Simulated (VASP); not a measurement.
Band structure of TiO (relaxed from the wurtzite structure, space group P6_3mc). Computed with r2SCAN meta-GGA, VASP's PBE PAW potentials (set 64) (plane waves; VASP).

The path is coarsely sampled, so an indirect gap can come out somewhat too large.

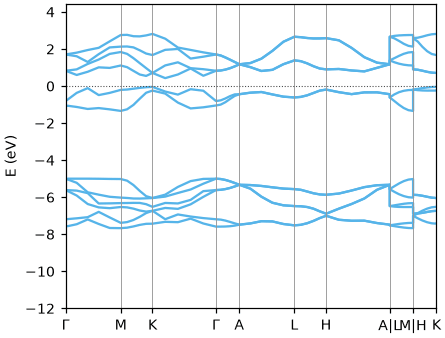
*Bands along high-symmetry lines, zero at the valence-band maximum or, without a gap, the Fermi level*

Question: Read the plot: is there a gap, and where are the band edges?

Answer: The gap is indirect, 0.43 eV, from the valence maximum at (0.10, 0.10, 0.00) to the conduction minimum at K-Γ at 0.20.

The structure was generated: TiO was put into the wurtzite type (P6_3mc), which need not be its known phase. It was relaxed first, which changed the volume by -34 %.
